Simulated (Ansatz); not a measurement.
Redistribution: C4H9Cl + C2Cl2F4 → C4H9F + C2Cl3F3

Species: C4H9Cl (1-chlorobutane) `CCCCCl`, singlet; C2Cl2F4 (dichlorotetrafluoroethane) `FC(F)(Cl)C(F)(F)Cl`, singlet; C4H9F (1-fluorobutane) `CCCCF`, singlet; C2Cl3F3 (1,1,2-trichlorotrifluoroethane) `FC(F)(Cl)C(F)(Cl)Cl`, singlet. The partners trade Cl for F; both sit on C, so the bond types are kept.

Shapes, held fixed at every level: PBE0-D4/def2-TZVP. Flexible molecules stand in one conformer, not always the lowest. Programs: Ansatz 0.2.0. Electronic energies: no zero-point or thermal term.

```csv
level,kind,ΔE (kJ/mol),less CCSD(T)/CBS estimate
HF/def2-TZVPP,Hartree–Fock,+59.4,+14.7
r2SCAN-D4/def2-TZVPP,meta-GGA,+49.8,+5.1
B3LYP-D4/def2-TZVPP,global hybrid,+45.0,+0.3
B2PLYP/def2-TZVPP,double hybrid,+47.2,+2.5
CCSD(T)/def2-TZVPP,coupled cluster or CI,+47.8,+3.1
CCSD/def2-TZVPP,coupled cluster or CI,+49.5,+4.8
CCSD(T)/CBS estimate,coupled cluster or CI,+44.7,0.0
```

The highest level, CCSD(T)/CBS estimate, gives ΔE = +44.7 kJ/mol; the levels span +44.7 to +59.4. The column of differences is taken from that level and isn't an error. No measured value is set beside it here. The CBS estimate extrapolates MP2 from def2-TZVPP and def2-QZVPP and adds CCSD(T) − MP2 in the triple-zeta set, cores frozen.

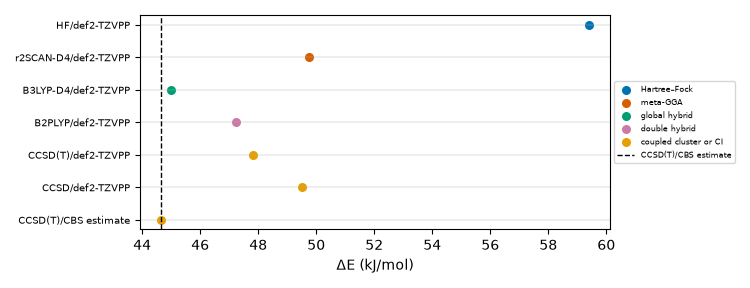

The values of the table, level by level.
